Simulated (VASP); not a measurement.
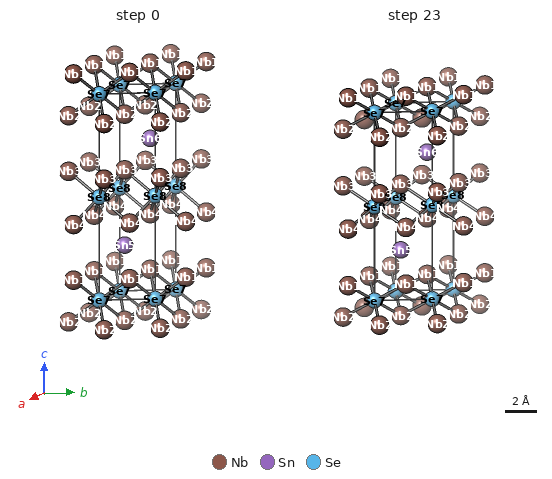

The structure of solid Nb$_{2}$SnSe (a generated structure, set up in P6_3/mmc) before (left) and after (right) a relaxation, at one scale.

Style: ball-and-stick. Shown: the cell of the calculation, slightly off an axis.

The run lets cell and atoms move.

Method: Kohn-Sham DFT of a periodic cell, PBE, VASP PAW PBE potentials, recommended (VASP).

Input
```
PREC = Normal ; ENCUT = 520
EDIFF = 1E-4 ; ISMEAR = 0
SIGMA = 0.15 ; LREAL = False
LASPH = True ; NELM = 60
ALGO = Fast ; ISIF = 3
LWAVE = False ; LCHARG = False
GGA = PE ; IBRION = 2
NSW = 24 ; EDIFFG = -0.08
```

Launched with:
```bash
cat potpaw_PBE.64/Nb_sv/POTCAR potpaw_PBE.64/Sn_d/POTCAR potpaw_PBE.64/Se/POTCAR > POTCAR
mpirun -np 1 vasp_std > vasp.out
```

Q: Summarise the run.

A: The relaxation stopped without meeting its thresholds, so the last structure isn't shown to be converged. The largest moves relative to the cell, 0.20 Å, are those of Nb1, Nb2, Nb3 and Nb4. Nb3 goes along −c. Sn and Se stay in place. The drawn cell changes as follows: a = b 3.750 → 3.862 Å (+3.0 %), c 13.860 → 12.628 Å (−8.9 %); the volume changes by −3.4 %. Near-neighbour distances that change, for instance: Nb1–Se7 2.688 → 2.558 Å, Nb1–Sn5 2.862 → 2.931 Å. Among the angles between lasting bonds that change: Se7–Nb2–Se7 88.4° → 98.0°, Nb1–Se7–Nb2 91.6° → 82.0°, Nb1–Se7–Nb1 88.4° → 98.0°. The space group stays P6_3/mmc (No. 194). After 23 geometry steps the energy has fallen by 0.616 eV per cell of the calculation. Largest force component: 0.83 eV/Å at the start, 0.13 eV/Å at the end. The pressure goes from −4.47 to 0.18 GPa. It ran on 1 thread of Intel(R) Xeon(R) Platinum 8488C (Sapphire Rapids) (shared host).

Limits of the set-up: layers or molecules are held without a dispersion correction, so their spacing is unreliable.
